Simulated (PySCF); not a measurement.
Coordinates of C₇H₆S₂ (2-methylthieno[3,2-b]thiophene), SMILES Cc1cc2sccc2s1 (Å):

```xyz
15

C      2.9065    -0.3003     0.1933
C      1.4272    -0.1457     0.0916
C      0.6767     0.0819    -1.0324
C     -0.7123     0.1698    -0.7320
S     -2.1555     0.4243    -1.6458
C     -3.1270     0.3106    -0.2165
C     -2.3955     0.0874     0.9191
C     -1.0075     0.0074     0.6191
S      0.4390    -0.2562     1.5291
H      3.1884    -1.2977     0.5672
H      3.3494     0.4441     0.8740
H      3.3650    -0.1683    -0.7964
H      1.1118     0.1807    -2.0273
H     -4.2079     0.4197    -0.2965
H     -2.8338    -0.0086     1.9122
```

GIAO shifts, PBE0/pcSseg-1 (IEF-PCM dichloromethane), PySCF, at a PBE0-D3(BJ)/def2-SVP geometry (no frequency check), against TMS for ¹³C and CS₂ for ³³S computed at the same level. fully decoupled, line heights follow the number of nuclei, widths are arbitrary (no quadrupolar broadening); values of one conformer, averaged over methyl-type rotors and exact or near symmetry.

> Which ¹³C signals does it give?

7 signals.


```tsv
δ (ppm)	nuclei	atoms
154.3	1	C2
145.0	1	C8
145.0	1	C4
134.5	1	C6
126.1	1	C7
123.7	1	C3
19.3	1	C1
```

The order of signals that lie close, as those under 2 ppm apart, is within the error of the method.

> Predict the ³³S spectrum.

2 signals.


| δ (ppm) | nuclei | atoms |
| --- | --- | --- |
| 178.4 | 1 | S9 |
| 168.8 | 1 | S5 |

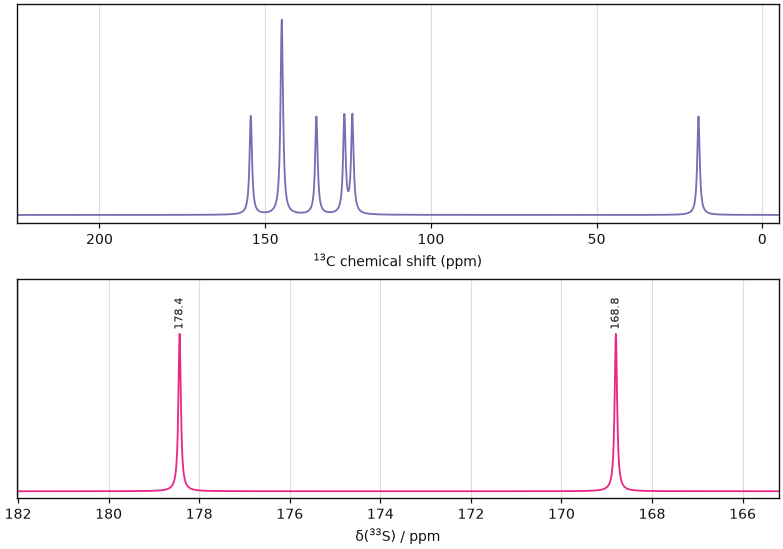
